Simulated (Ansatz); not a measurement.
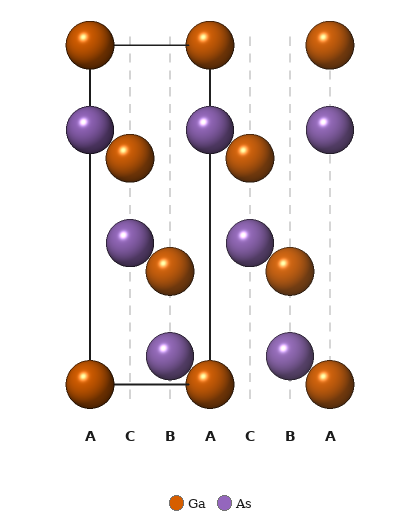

Projection along an edge of the hexagonal mesh, stacking direction [111] upwards. The dashed lines mark the three columns A (0, 0), B (1/3, 2/3) and C (2/3, 1/3). The box is the hexagonal cell of the face-centred cubic lattice. The sequence starts with the first layer at or above the cell's origin.

GaAs (space group F-43m, No. 216): the end point of a relaxation with DFT PBE, scalar-relativistic, plane waves, PAW (Ansatz).

> Read off the stacking sequence over one period.

Ga(A) – As(B) – Ga(B) – As(C) – Ga(C) – As(A) (six layers in 9.95 Å).

> How are the As layers alone stacked?

As layers alone: BCA, the cubic close-packed type.

> Which positions between or in the As layers do the other atoms fill?

Ga: three tetrahedral sites (per hexagonal cell).

> What short polytype symbol fits?

Polytype symbol 3C, the symbol of a tetrahedral polytype (number of double layers in the repeat and lattice).
